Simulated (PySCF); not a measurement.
C5H9BOSi (SMILES CBc1cc([SiH3])co1)

```xyz
17

C    -3.1039    0.2221    0.4644
B    -2.2096   -0.3085   -0.7160
C    -0.6841   -0.2707   -0.6342
C     0.1866    0.1748    0.3423
C     1.5093   -0.0411   -0.1053
Si    3.1100    0.3466    0.7831
C     1.3503   -0.6108   -1.3447
O     0.0714   -0.7523   -1.6700
H    -3.5979   -0.6213    0.9474
H    -3.9064    0.8620    0.1023
H    -2.5634    0.7643    1.2344
H    -2.7090   -0.7637   -1.6736
H    -0.0916    0.6115    1.2805
H     2.7989    1.1759    1.9482
H     4.0045    1.0679   -0.1257
H     3.7461   -0.9020    1.2141
H     2.0820   -0.9427   -2.0572
```

Geometry: GFN2-xTB.

Method: PBE0/pcSseg-1, SCF density, gas phase, non-relativistic (PySCF).

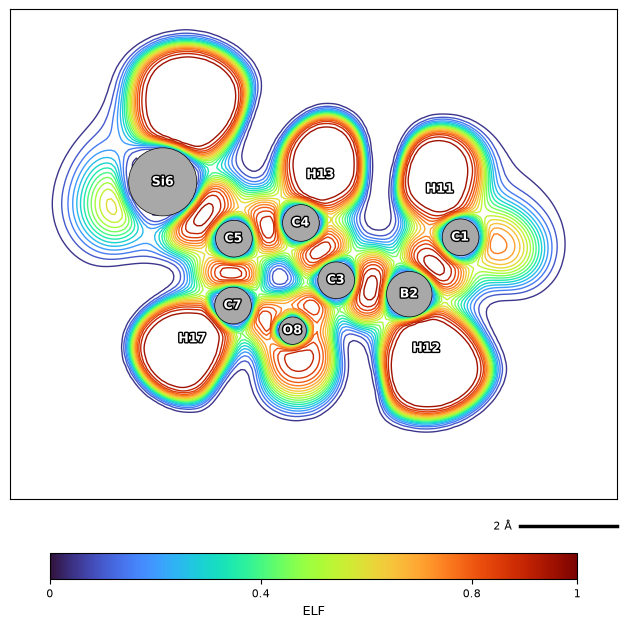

Figure 1. Electron localisation function on the plane of atoms C3, O8 and C7. Grey discs cover the atomic cores.

> What do the fields say about this system?

Atoms in the plane: C, B, Si, O and H.
C–O (1.33 Å): the ELF peaks at about 0.90 between the atoms, as expected for a shared but strongly polarised pair.
C–C (1.37 Å): the ELF peaks at about 0.95 between the atoms; localised, covalent bonding.
C–B (1.53 Å): the ELF peaks at about 1 between the atoms: a covalent bond.
C–Si (1.87 Å): the ELF peaks at about 0.95 between the atoms (a shared electron pair).
C–H (1.07 Å): the ELF climbs to about 1 towards the hydrogen, as it does in any bond to H: a covalent bond by its length.
The ELF also peaks beside O8, away from the bonds: lone-pair regions.

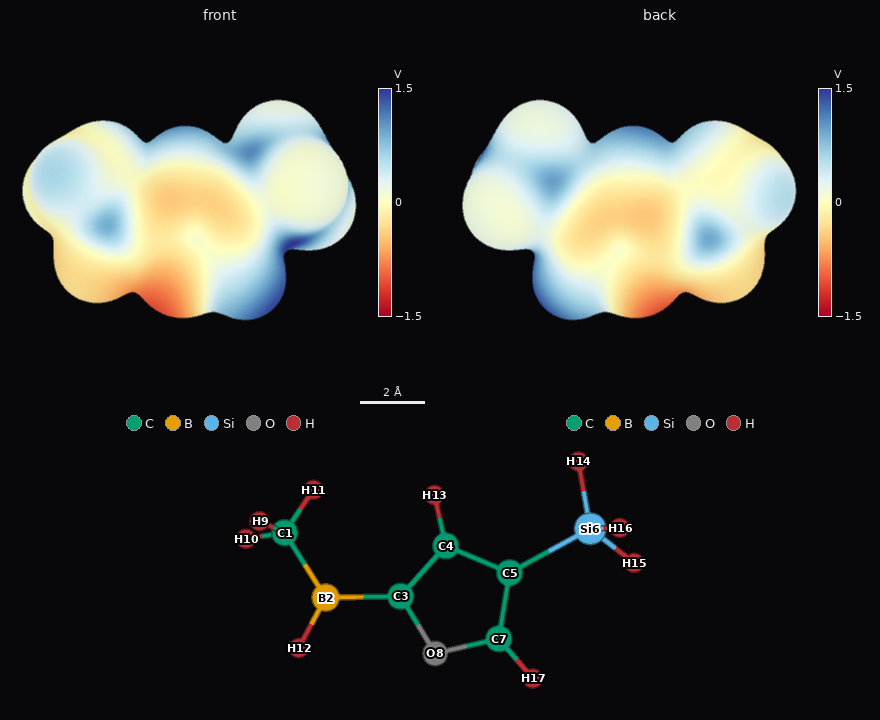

Figure 2. The molecular electrostatic potential painted on the density surface at 0.002 e/bohr³, seen from the front and from behind; the colour scale runs from red (negative) to blue (positive). The bare structure is drawn below in the same view.

> Describe the electrostatic potential map.

The most negative region (about −1.0 V) lies over O8, the most positive (about +1.4 V) over Si6 and H17. O8 is the likeliest acceptor of a hydrogen bond.
